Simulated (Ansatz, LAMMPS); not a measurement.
# Liquid mixture of sulfolane and H2O at 340 K (192 atoms): a short ab initio trajectory

How do the atoms of liquid mixture of sulfolane and H2O at 340 K (192 atoms) move, and what local order do they keep?

Method: Kohn-Sham DFT, PBE+D4, PAW (set soft_2), plane waves, in Ansatz 0.2.0.

### Step 1. Set-up

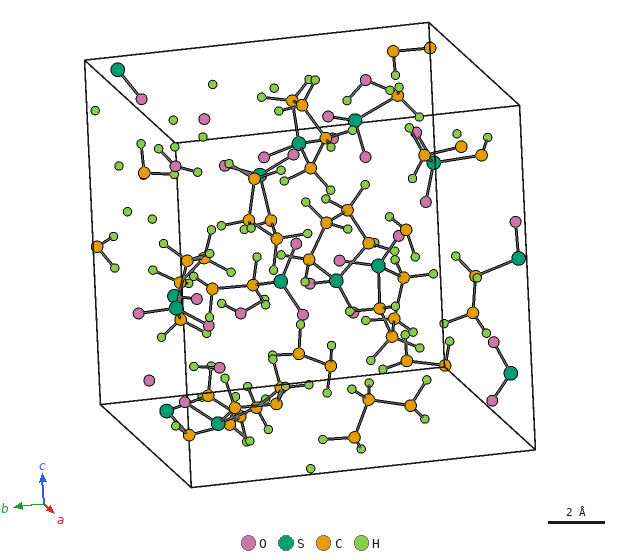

Start, viewed from a free direction; oxygen pink, sulfur teal, carbon orange, hydrogen green. Bonds to atoms that aren't drawn are left out. Some periodic images of atoms are drawn too.

The cell holds 192 atoms: 28 O, 12 S, 48 C and 104 H. Cell: a = 12.778 Å, b = 12.778 Å, c = 12.778 Å, α = 90.0°, β = 90.0°, γ = 90.0°. 12 sulfolane, 4 H2O placed at random, at 1.21 g/cm³; overlaps pushed apart, then 10 ps at 450 K with MMFF94 bonds, angles, torsions, charges and radii (Halgren, J. Comput. Chem. 17, 490 (1996)) in harmonic and 12-6 forms; SPC/E water (Berendsen, Grigera and Straatsma, J. Phys. Chem. 91, 6269 (1987)). Snapshot after 20 ps at 340 K and fixed volume.

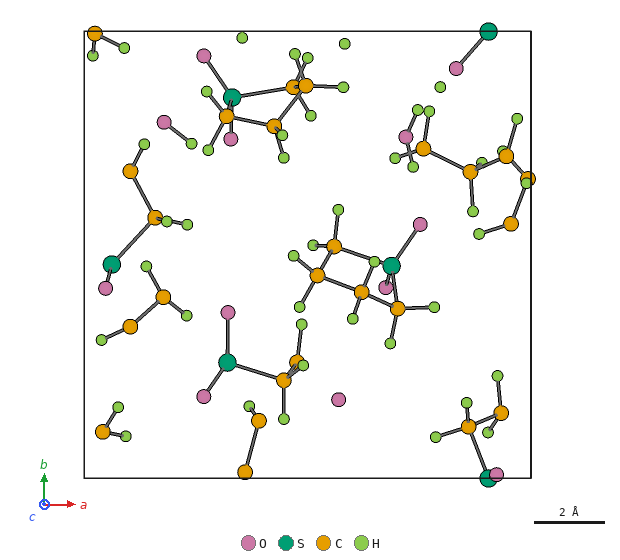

A slice 6 Å thick through the middle of the cell. Bonds to atoms that aren't drawn are left out.

Before any run, some limits are plain. The network of contacts between molecules at the start is that of the classical potential that made the cell. The density was typed from a rule of thumb and may lie off the real one at this temperature. Only the Γ point is sampled, in a cell whose shortest periodic width is 13 Å.

### Step 2. Single point at the start

The forces at the start show how far the geometry lies from a minimum of this functional.

The input, input.yaml:

```yaml
crystal:
  lattice:
    - [12.77814, 0.0, 0.0]
    - [0.0, 12.77814, 0.0]
    - [0.0, 0.0, 12.77814]
  atoms:
    - { symbol: O, position: [0.6261, 0.46089, 0.92834] }
    - { symbol: S, position: [0.72681, 0.40902, 0.93474] }
    - { symbol: O, position: [0.79588, 0.40097, 0.84476] }
    - { symbol: C, position: [0.71418, 0.27904, 0.99038] }
    [... 182 atom lines left out ...]
    - { symbol: O, position: [0.42454, 0.29664, 0.96749] }
    - { symbol: H, position: [0.47292, 0.24013, 0.94318] }
    - { symbol: H, position: [0.41976, 0.35226, 0.91265] }
    - { symbol: O, position: [0.17905, 0.79638, 0.71282] }
    - { symbol: H, position: [0.24048, 0.7485, 0.70512] }
    - { symbol: H, position: [0.1918, 0.84581, 0.77214] }
kpoints:
  mp_grid: { grid: [1, 1, 1] }
hamiltonian:
  xc: pbe
  dispersion: d4
scf:
  occupations: { method: fixed }
output:
  forces: true
```

The run is started by

```console
> ansatz run input.yaml --threads 4 --pin off --max-ram 8192MiB --backend cpu --events-out ev --progress --plain --runs-dir out
```

Run time: 20 s. Hardware: 4 threads of Arm Neoverse V2, shared host; peak memory 2.6 GiB.

Numbers from this run:

```yaml
free_energy: -40411.0402 eV
free_energy_per_atom: -210.4742 eV/atom
scf_cycles: 11
r_m_s_force_component: 0.9989 eV/Å
longest_force: 4.621 eV/Å
fermi_energy: -0.4223 eV
```

The r.m.s. force component of 1.00 eV/Å sets the starting point.

Neighbours are counted within 1.34 Å (H-C), 1.21 Å (H-O), 1.85 Å (C-C), 2.21 Å (C-S), 1.88 Å (O-S).

Length of the force by element and coordination:

| element | coordination | atoms | mean length of the force (eV/Å) | spread | least | most |
| --- | --- | --- | --- | --- | --- | --- |
| C | all | 48 | 2.33 | 1.04 | 0.337 | 4.62 |
| H | all | 104 | 1.12 | 0.682 | 0.146 | 4.14 |
| O | all | 28 | 1.09 | 0.539 | 0.209 | 2.63 |
| O | 1 | 24 | 1.18 | 0.518 | 0.378 | 2.63 |
| O | 2 | 4 | 0.526 | 0.219 | 0.209 | 0.829 |
| S | all | 12 | 1.83 | 0.473 | 1.03 | 2.60 |

### Step 3. Dynamics at 340 K

A Nosé–Hoover thermostat steers the temperature while disturbing the dynamics little. The time step is 0.5 fs, short enough for the stretching of bonds to hydrogen.

Edit input.yaml of step 2 so:

```diff
@@ -16 +16,8 @@
   forces: true
+md:
+  timestep: 0.5
+  n_steps: 180
+  ensemble: nvt_nose_hoover
+  temperature: 340
+  initial_velocities: maxwell_boltzmann
+  seed: 8058
```

It took 41 min on 4 threads; peak memory 2.6 GiB; 2.7 h of CPU time.

The program notes that it switched symmetry off.

The trajectory, sampled:

| time (fs) | T (K) | potential (meV/atom) | conserved (meV/atom) |
| --- | --- | --- | --- |
| 0.0 | 340 | 0.0 | 0.00 |
| 6.0 | 378 | -4.9 | -0.04 |
| 12.0 | 376 | -4.7 | 0.00 |
| 18.0 | 392 | -6.9 | -0.02 |
| 24.0 | 367 | -3.9 | -0.06 |
| 30.0 | 377 | -5.3 | -0.04 |
| 36.0 | 370 | -4.7 | -0.08 |
| 42.0 | 377 | -5.8 | -0.09 |
| 48.0 | 361 | -4.0 | -0.05 |
| 54.0 | 404 | -9.9 | -0.10 |
| 60.0 | 376 | -6.6 | -0.05 |
| 66.0 | 388 | -8.6 | -0.06 |
| 72.0 | 371 | -6.8 | -0.04 |
| 78.0 | 379 | -8.3 | -0.04 |
| 84.0 | 339 | -3.6 | -0.03 |
| 90.0 | 372 | -8.3 | -0.05 |

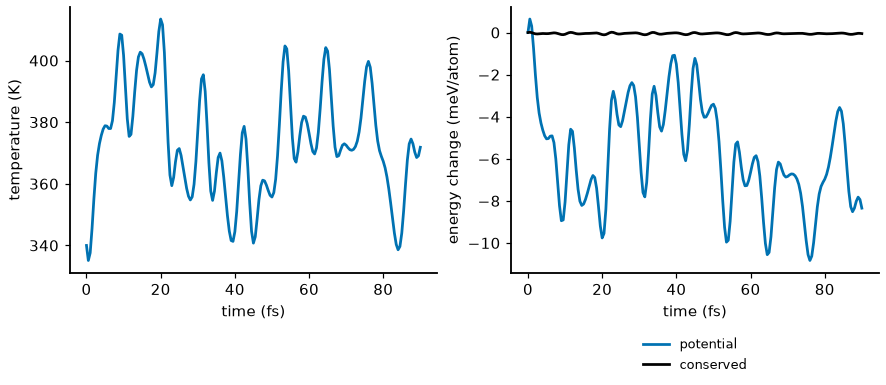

Temperature and energies against time.

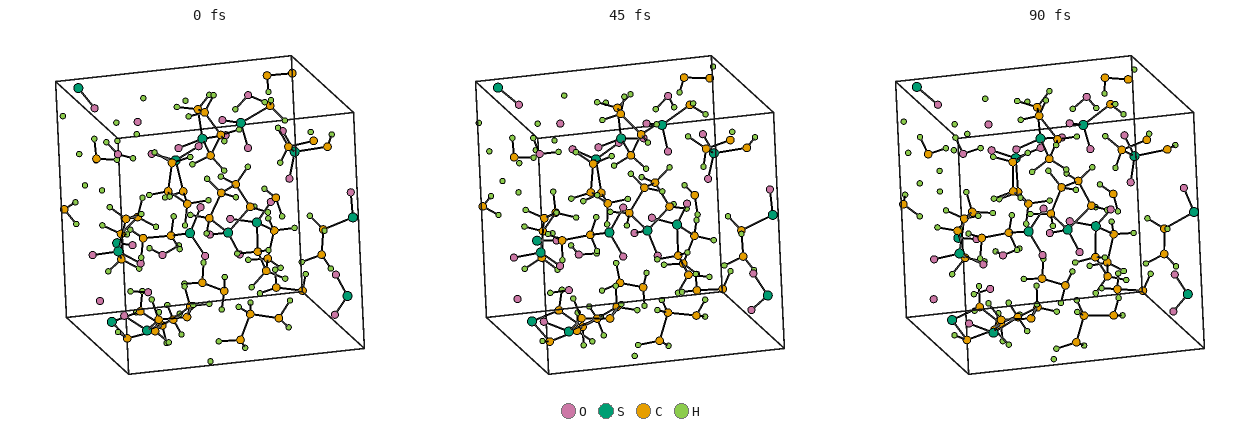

3 frames of the run. Bonds to atoms that aren't drawn are left out.

Mean square displacement from the first frame to the last: O 0.12 Å², S 0.067 Å², C 0.10 Å², H 0.23 Å².

The mean square displacement by time lag:

| time lag (fs) | C (Å²) | H (Å²) | O (Å²) | S (Å²) |
| --- | --- | --- | --- | --- |
| 5 | 0.00191 | 0.0181 | 0.00159 | 7.0e-4 |
| 10 | 0.00634 | 0.0459 | 0.00577 | 0.00245 |
| 15 | 0.0118 | 0.0716 | 0.0118 | 0.00478 |
| 20 | 0.0167 | 0.0775 | 0.0192 | 0.00718 |
| 25 | 0.0212 | 0.0803 | 0.0275 | 0.00948 |
| 30 | 0.0257 | 0.0889 | 0.0364 | 0.0118 |
| 35 | 0.0307 | 0.103 | 0.0452 | 0.0144 |
| 40 | 0.0360 | 0.119 | 0.0530 | 0.0170 |
| 45 | 0.0411 | 0.125 | 0.0593 | 0.0197 |

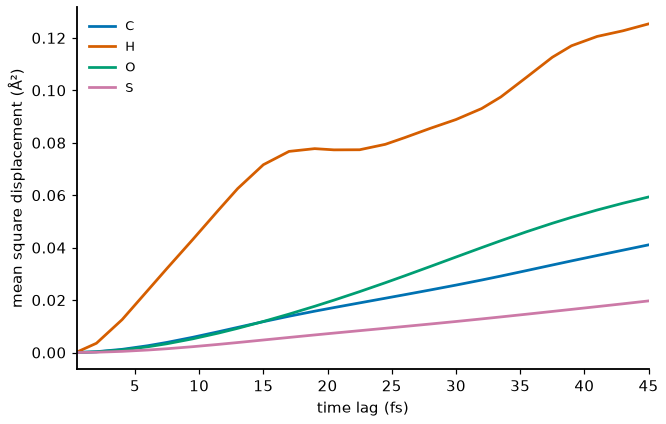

Mean square displacement, plotted against time lag.

Over the second half of 90 fs the temperature averages 372 K with swings of 16 K r.m.s. The conserved energy stays within 0.11 meV/atom. From first frame to last H has the largest mean square displacement, 0.23 Å² at the end; the farthest move is 0.92 Å. The run spans 0.09 ps, too short for its means to be equilibrium values.

### Step 4. Local order late in the run

The g(r) is a mean over the second half; what follows it is taken at the last frame.

Bonds before and after, by the cutoffs listed below:

| pair | bonds before | bonds after | mean before (Å) | mean after (Å) | spread before (Å) | spread after (Å) |
| --- | --- | --- | --- | --- | --- | --- |
| H-C | 96 | 96 | 1.095 | 1.098 | 0.034 | 0.033 |
| H-O | 8 | 8 | 1.000 | 0.969 | 0.000 | 0.017 |
| C-C | 36 | 36 | 1.519 | 1.540 | 0.039 | 0.035 |
| C-S | 24 | 24 | 1.762 | 1.819 | 0.040 | 0.044 |
| O-S | 24 | 24 | 1.453 | 1.451 | 0.013 | 0.017 |

Density 1.21 g/cm³, 10.87 Å³ an atom.

Mean of 14 frames. g(r), total and by pair (bins of 0.2 Å):

| r (Å) | total | H-H | H-C | H-O | H-S | C-C | C-O |
| --- | --- | --- | --- | --- | --- | --- | --- |
| 0.90 | 0.31 | 0.00 | 0.00 | 1.94 | 0.00 | 0.00 | 0.00 |
| 1.10 | 3.63 | 0.00 | 13.15 | 0.45 | 0.00 | 0.00 | 0.00 |
| 1.30 | 0.02 | 0.02 | 0.06 | 0.00 | 0.00 | 0.00 | 0.00 |
| 1.50 | 1.23 | 0.21 | 0.00 | 0.00 | 0.00 | 10.60 | 0.00 |
| 1.70 | 0.59 | 1.53 | 0.00 | 0.07 | 0.00 | 0.41 | 0.00 |
| 1.90 | 0.52 | 0.90 | 0.02 | 0.21 | 0.00 | 0.00 | 0.00 |
| 2.10 | 0.93 | 0.30 | 2.85 | 0.41 | 0.03 | 0.00 | 0.00 |
| 2.30 | 1.16 | 0.91 | 2.10 | 0.52 | 3.15 | 0.35 | 0.00 |
| 2.50 | 1.19 | 1.73 | 0.10 | 1.29 | 2.42 | 2.53 | 0.44 |
| 2.70 | 1.31 | 1.39 | 0.44 | 1.94 | 0.30 | 1.03 | 3.37 |
| 2.90 | 0.83 | 1.02 | 0.67 | 1.37 | 0.83 | 0.10 | 0.63 |
| 3.10 | 0.89 | 1.15 | 0.64 | 1.12 | 1.24 | 0.01 | 1.25 |
| 3.30 | 0.85 | 0.61 | 0.94 | 1.61 | 0.94 | 0.06 | 1.15 |
| 3.50 | 0.98 | 0.60 | 1.33 | 1.31 | 1.32 | 0.04 | 1.50 |
| 3.70 | 0.89 | 0.90 | 0.87 | 0.77 | 1.44 | 0.19 | 1.71 |
| 3.90 | 0.88 | 1.07 | 0.77 | 0.67 | 0.92 | 0.40 | 1.67 |
| 4.10 | 0.85 | 1.04 | 0.76 | 0.89 | 0.75 | 0.60 | 0.91 |
| 4.30 | 0.95 | 1.04 | 0.86 | 1.22 | 0.80 | 0.70 | 0.74 |
| 4.50 | 1.00 | 0.99 | 0.93 | 1.20 | 0.97 | 1.07 | 0.89 |
| 4.70 | 0.97 | 0.93 | 0.92 | 1.12 | 1.08 | 1.19 | 0.82 |
| 4.90 | 0.99 | 0.96 | 0.99 | 1.04 | 1.00 | 0.94 | 0.94 |
| 5.10 | 0.98 | 1.02 | 0.98 | 0.93 | 0.88 | 0.83 | 1.04 |
| 5.30 | 1.01 | 1.02 | 1.05 | 0.90 | 0.91 | 1.03 | 1.10 |
| 5.50 | 1.06 | 1.04 | 1.08 | 0.94 | 0.98 | 1.15 | 1.12 |
| 5.70 | 1.06 | 0.97 | 1.13 | 1.05 | 1.00 | 1.56 | 0.91 |
| 5.90 | 0.99 | 0.88 | 1.02 | 0.96 | 1.16 | 1.38 | 0.90 |
| 6.10 | 1.02 | 1.01 | 1.04 | 0.91 | 0.95 | 1.35 | 1.03 |
| 6.30 | 1.02 | 1.04 | 0.97 | 0.96 | 0.97 | 1.04 | 1.09 |

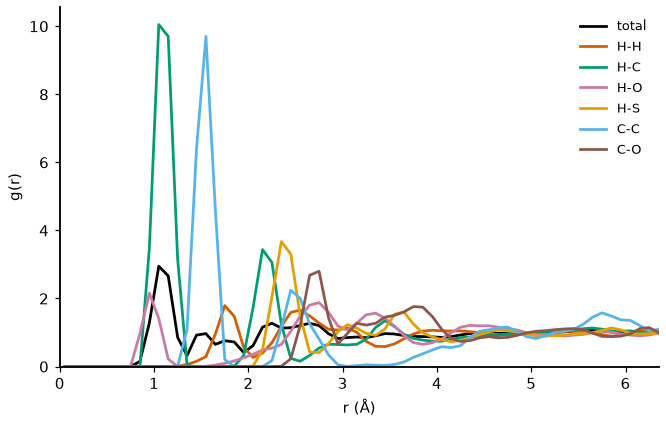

Pair distribution functions, lightly smoothed.

Bonds by pair of elements; cutoffs follow the first minimum of g(r), held within bounds set by covalent radii, and pairs that aren't listed don't count as bonded:

| pair A-B | cutoff (Å) | bonds | mean length (Å) | spread (Å) | shortest (Å) | B about A | A about B |
| --- | --- | --- | --- | --- | --- | --- | --- |
| H-C | 1.34 | 96 | 1.10 | 0.033 | 1.00 | 0.923 | 2 |
| H-O | 1.21 | 8 | 0.969 | 0.017 | 0.939 | 0.077 | 0.286 |
| C-C | 1.85 | 36 | 1.54 | 0.035 | 1.48 | 1.5 | 1.5 |
| C-S | 2.21 | 24 | 1.82 | 0.044 | 1.73 | 0.5 | 2 |
| O-S | 1.93 | 24 | 1.45 | 0.017 | 1.42 | 0.857 | 2 |

How many atoms have how many bonded neighbours:

| element | mean | 1 | 2 | 4 |
| --- | --- | --- | --- | --- |
| C | 4 | 0 | 0 | 48 |
| H | 1 | 104 | 0 | 0 |
| O | 1.14 | 24 | 4 | 0 |
| S | 4 | 0 | 0 | 12 |

Bond angles (no mean is given where the spread exceeds 20°):

| angle | count | mean (°) | spread (°) |
| --- | --- | --- | --- |
| C-C-H | 144 | 112 | 5.2 |
| H-C-H | 48 | 109 | 4.2 |
| H-C-S | 48 | 107 | 5.5 |
| C-S-O | 48 | 108 | 3.4 |
| C-C-C | 24 | 108 | 2.4 |

Bond length by coordination (bonds to H left out):

| element | coordination | atoms | mean bond length (Å) |
| --- | --- | --- | --- |
| O | 1 | 24 | 1.45 |

Rings of the network by King's shortest-path rule, up to 12 atoms, one path for each pair of neighbours; H, halogens, alkali and alkaline-earth atoms are left out, and the last column divides by all other atoms, bonded or not:

| ring size (atoms) | rings | per network atom |
| --- | --- | --- |
| 5 | 12 | 0.136 |

Counting bonds as in the table, all C atoms have 4, all H atoms have 1, 86 % of O atoms have 1 and all S atoms have 4 bonded neighbours. The C-C-H angle averages 112° with a spread of 5°. All rings counted have 5 atoms.

### Step 5. Single point at the last frame

The last frame is solved once more, with the analyses that the dynamics left out.

The input, input.yaml:

```yaml
crystal:
  lattice:
    - [12.77814, 0.0, 0.0]
    - [0.0, 12.77814, 0.0]
    - [0.0, 0.0, 12.77814]
  atoms:
    - { symbol: O, position: [0.62995, 0.4316, 0.91256] }
    - { symbol: S, position: [0.73745, 0.4019, 0.92796] }
    - { symbol: O, position: [0.81584, 0.39648, 0.84398] }
    - { symbol: C, position: [0.7366, 0.28266, 0.00288] }
    [... 182 atom lines left out ...]
    - { symbol: O, position: [0.39167, 0.29479, 0.95236] }
    - { symbol: H, position: [0.45536, 0.27285, 0.91783] }
    - { symbol: H, position: [0.38921, 0.35576, 0.90738] }
    - { symbol: O, position: [0.21232, 0.78242, 0.72098] }
    - { symbol: H, position: [0.24061, 0.71457, 0.74474] }
    - { symbol: H, position: [0.17928, 0.80359, 0.78419] }
kpoints:
  mp_grid: { grid: [1, 1, 1] }
hamiltonian:
  xc: pbe
  dispersion: d4
scf:
  occupations: { method: fixed }
output:
  forces: true
  stress: true
  populations: true
  dos:
    method: { smearing: { sigma: 0.15 } }
    de: 0.1
    projected: { site_lists: { C: [C], H: [H], O: [O], S: [S] } }
  eigenvalues: true
  write_density: true
  write_potential: true
  volumetric_format: npy
  elf: true
```

The job ended after 50 s (4 threads; peak memory 2.9 GiB).

The program notes that the exchange-correlation potential is rough where the density is thin.

Numbers from this run:

| Quantity | Value |
| --- | --- |
| free energy | -40412.6428 eV |
| free energy per atom | -210.4825 eV/atom |
| SCF cycles | 11 |
| pressure | 1.008 GPa |
| r.m.s. force component | 0.9358 eV/Å |
| longest force | 4.426 eV/Å |
| Fermi energy | -0.7434 eV |
| gap (highest filled to lowest empty level) | 5.079 eV |
| spilling of the projection | 0.01791 |

[end of part 1 of 2]

[Logs are printed without paths, hosts, clocks, repeated set-up lines and the standing remarks that a program may print on its own settings, such as how far it seeks lower states.]

[Hosts, paths, dates, database ids (printed as entryN), source tags and the programs' standing remarks are cut or masked in the printed files.]

[The MMFF94 radii named for the starting cell were scaled by 0.96; in molecules described by MMFF94, hydrogen bound to N, O or S took a small fixed 12-6 site in their place.]
